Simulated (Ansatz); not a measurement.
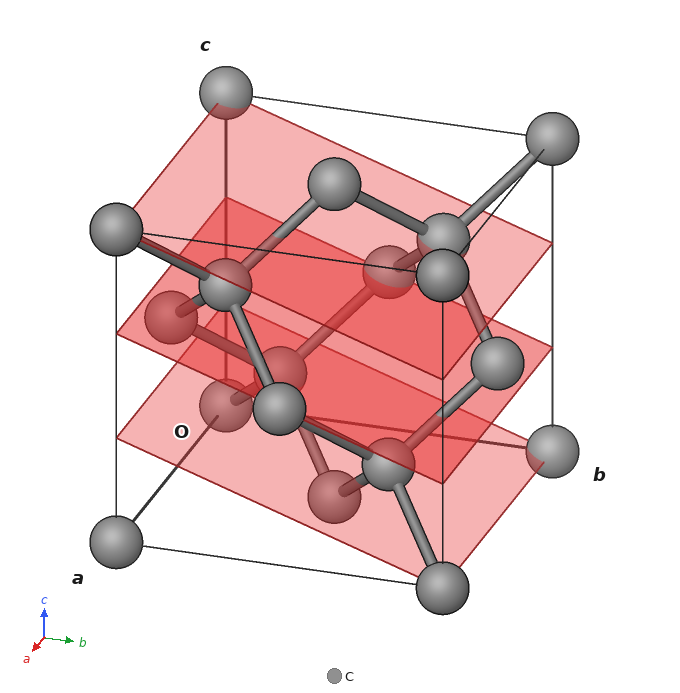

For C, coordinates from a relaxation with DFT, RPBE, plane waves (420 eV) with PAW, scalar-relativistic in Ansatz 0.2.0: every member of one family of equally spaced planes, hx + ky + lz = a whole number, that cuts the unit cell is shaded (one member passes through the origin O, touching the cell only at an edge or corner). The drawing is computed from the coordinates (standard cell, symmetry found to 0.002 Å).

a = 3.589 Å, b = 3.589 Å, c = 3.589 Å, α = 90.00°, β = 90.00°, γ = 90.00°.

What are the Miller indices?

(0 1 3); the opposite sign names the same planes. The member next to the origin meets the axes a never, b at 1, c at 1/3.

What is the spacing?

d = 1.135 Å.

Which atoms of the cell lie in these planes (within 0.03 Å)?

4 of the 8 C.
